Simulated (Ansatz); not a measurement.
**A small benchmark: dipole moment**

10 molecules with halogens; the dipole moment in D, computed less measured. Shapes, held fixed at every level: PBE0-D4/def2-TZVP. No vibrational averaging. Dipoles are compared by magnitude; molecules under 1 D, whose direction can flip, are left out. Programs: Ansatz 0.2.0. Measured values: NIST CCCBDB.

Levels: A = r2SCAN-D4/def2-TZVPP; B = B3LYP-D4/def2-TZVPP; C = wB97M-V/def2-TZVPP.

| molecule | measured | A | B | C |
| --- | --- | --- | --- | --- |
| SF2 (SMILES FSF) | 1.05 | -0.12 | +0.07 | +0.10 |
| CHFO (formyl fluoride) | 2.02 | +0.02 | +0.07 | +0.09 |
| CH2Br2 (dibromomethane) | 1.43 | +0.10 | +0.06 | +0.07 |
| CH2F2 (difluoromethane) | 1.97 | -0.17 | -0.10 | -0.11 |
| CH3I (methyl iodide) | 1.62 | +0.15 | +0.06 | +0.05 |
| SO2F2 (sulfuryl fluoride) | 1.12 | +0.02 | +0.01 | +0.04 |
| C2H3F3 (1,1,1-trifluoroethane) | 2.32 | -0.09 | -0.03 | -0.04 |
| C2H4Cl2 (SMILES CC(Cl)Cl) | 2.06 | +0.03 | -0.04 | -0.04 |
| C2H5Br (bromoethane) | 2.03 | +0.18 | +0.10 | +0.10 |
| C2H5Cl (chloroethane) | 2.05 | +0.05 | -0.01 | -0.01 |

Problem. Which level does best on this set, which worst, and which err to one side?

Solution. 
```json
{"level": "r2SCAN-D4/def2-TZVPP", "kind": "meta-GGA", "mean error": "+0.017", "mean absolute error": "0.093", "worst case": "C2H5Br"}
{"level": "B3LYP-D4/def2-TZVPP", "kind": "global hybrid", "mean error": "+0.019", "mean absolute error": "0.055", "worst case": "CH2F2"}
{"level": "wB97M-V/def2-TZVPP", "kind": "range-separated hybrid", "mean error": "+0.025", "mean absolute error": "0.065", "worst case": "CH2F2"}
```

On this set B3LYP-D4/def2-TZVPP has the smallest mean absolute error and r2SCAN-D4/def2-TZVPP the largest. r2SCAN-D4/def2-TZVPP is too high in 7 of 10. The smallest two are near a tie. The largest two are near a tie. For atoms past krypton def2 sets carry core potentials with scalar relativity. Relativity is left out for Br. The set is small.

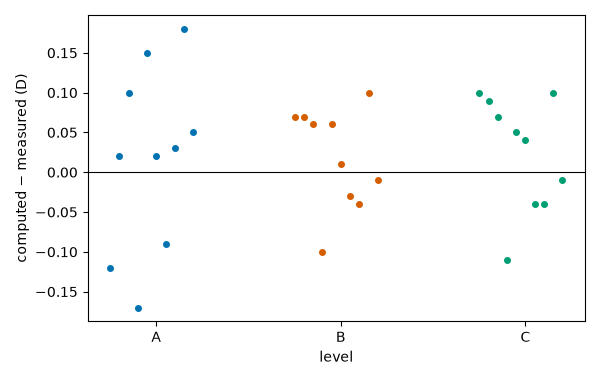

Errors of each level, one point a molecule.
